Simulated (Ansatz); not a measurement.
# HOSi: the cost of one run

Program: Ansatz 0.2.0. Level of theory: the levels named in each step. These are calculated values, not measurements.

### Step 1. Starting point

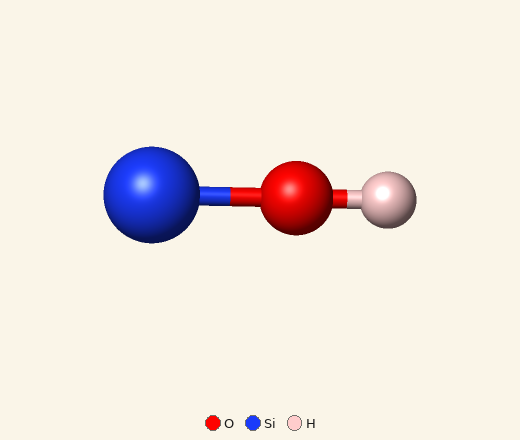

The starting structure, seen from a chosen angle (oxygen red, silicon blue, hydrogen pink).

Structure file:

```xyz
3

O     0.0000    0.0000   -0.1866
Si    0.0000    0.0000    1.3420
H     0.0000    0.0000   -1.1554
```

### Step 2. A rough first relaxation, PBE-D4/def2-SVP

This run stands in another session on the same molecule. It ended at:

```xyz
3

O     0.0000    0.0000   -0.1988
Si    0.0000    0.0000    1.3768
H     0.0000    0.0000   -1.1780
```

### Step 3. Relaxation, PBE0-D4/def2-TZVPP

This run stands in another session on the same molecule. It ended at:

```xyz
3

O     0.0000    0.0000   -0.1916
Si    0.0000    0.0000    1.3462
H     0.0000    0.0000   -1.1545
```

### Step 4. Frequencies, PBE0-D4/def2-TZVPP

input.yaml

```yaml
crystal:
  periodic: [false, false, false]
  atoms:
    - { symbol: O, position_ang: [0.0, 0.0, -0.19164407] }
    - { symbol: Si, position_ang: [0.0, 0.0, 1.34616455] }
    - { symbol: H, position_ang: [0.0, 0.0, -1.15451048] }
total_charge: 1
basis:
  gaussian: { orbitals: def2-TZVPP }
hamiltonian:
  xc: pbe0
  dispersion: d4
phonons: {}
```

Launch:

```console
$ ansatz run input.yaml --threads 2 --pin off --max-ram 5120MiB --backend cpu --events-out ev --progress --plain --runs-dir out
```

**Question.** How long does this run take on 2 threads of Intel Xeon at 2.50GHz (Skylake/Cascade Lake), shared host, and how much memory does it need?

About 19 s, with a peak of 0.13 GiB.
